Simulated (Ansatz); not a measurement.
B2H6OSi (SMILES BB[SiH2]O)

The calculation's input:

```
crystal:
  periodic: [false, false, false]
  atoms:
    - { symbol: B, position_ang: [-0.9709, 1.4524, -0.2087] }
    - { symbol: B, position_ang: [0.4824, 0.874, 0.0823] }
    - { symbol: Si, position_ang: [0.678, -1.0234, 0.3832] }
    - { symbol: O, position_ang: [0.2602, -1.8924, -0.9849] }
    - { symbol: H, position_ang: [-1.9586, 0.777, -0.2675] }
    - { symbol: H, position_ang: [-1.1521, 2.6713, -0.4111] }
    - { symbol: H, position_ang: [1.4514, 1.5954, 0.116] }
    - { symbol: H, position_ang: [-0.0448, -1.4075, 1.562] }
    - { symbol: H, position_ang: [2.1348, -1.2945, 0.6897] }
    - { symbol: H, position_ang: [-0.7972, -1.8035, -0.958] }
basis:
  gaussian: { orbitals: cc-pVDZ }
hamiltonian:
  xc: pbe0
  dispersion: d4
relax:
  f_tol: 0.015
  max_steps: 40
output:
  orbitals: {}
```

Run with:

```sh
ansatz run input.yaml --threads 1 --pin off --max-ram 2048MiB --backend cpu --events-out ev --progress --plain --runs-dir out
```

The fields are those of the relaxed geometry.

Level of theory: Ansatz 0.2.0, RKS PBE0-D4/cc-pVDZ.

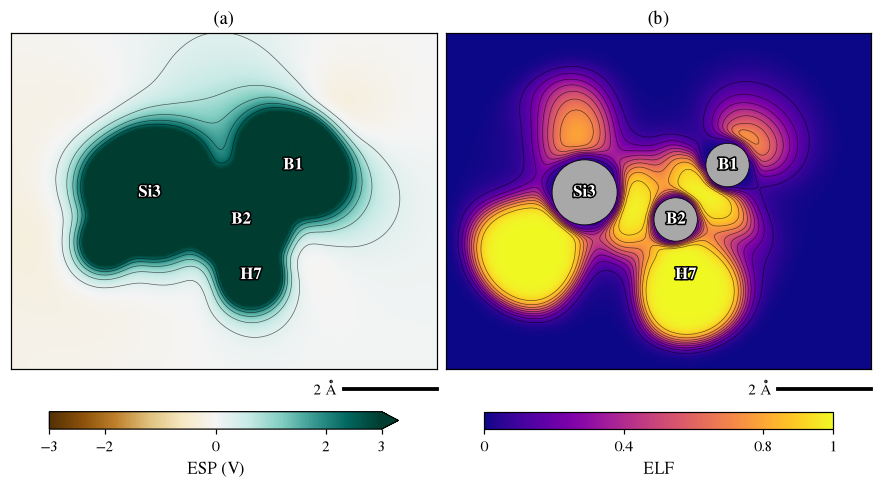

Figure 1. (a) electrostatic potential; (b) ELF on the plane of atoms Si3, B2 and H7. Grey discs cover the atomic cores in the ELF map.

Q: What does the map show?

A: The section cuts through B, Si and H sites.
B–B (1.62 Å): the ELF peaks at about 1 between the atoms: localised, covalent bonding.
Si–B (2.04 Å): the ELF peaks at about 1 between the atoms; localised, covalent bonding.
B–H (1.21 Å): the ELF climbs to about 1 towards the hydrogen, as it does in any bond to H: an ordinary covalent bond to hydrogen.
The potential has no marked negative region in this plane.

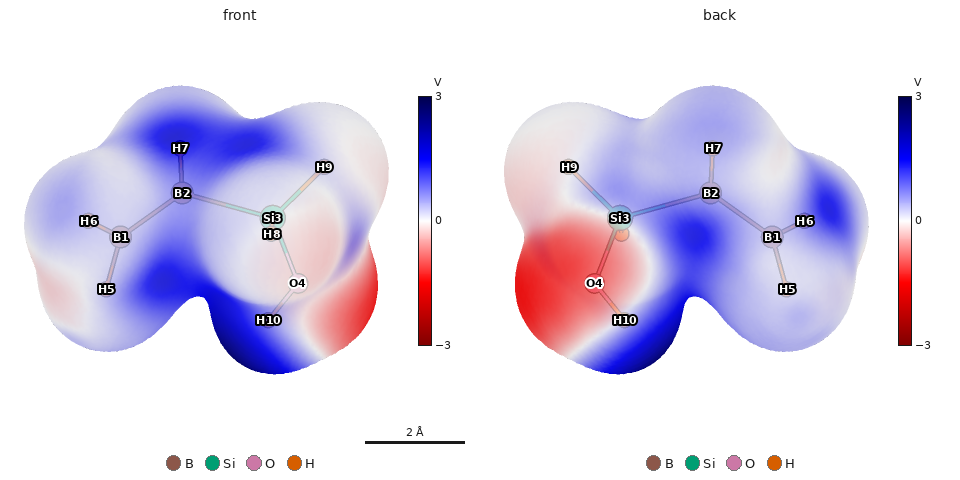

Figure 2. The electrostatic potential painted on the density surface at 0.002 e/bohr³, seen from the front and from behind; red is negative and blue positive.

Q: Where is the surface potential most negative and most positive?

A: The most negative region (about −1.5 V) lies over O4, the most positive (about +2.6 V) over H10. O4 is the likeliest acceptor of a hydrogen bond.

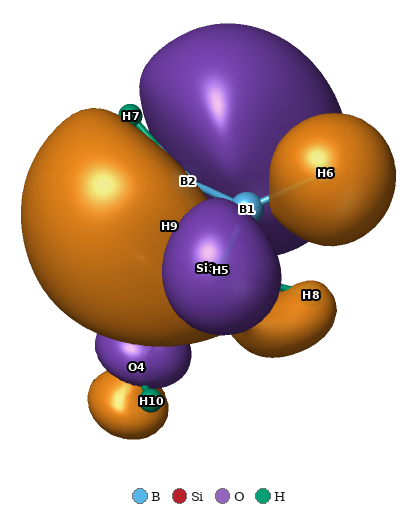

Figure 3. The LUMO at ±0.06 Å⁻³ᐟ² (orange and purple are the two phases), seen at an oblique angle.

Q: Where does this orbital lie, and at what energy?

A: By Hirshfeld shares it lies mainly on B2 (about 50 %) and Si3 (about 20 %). Its energy is −2.25 eV.
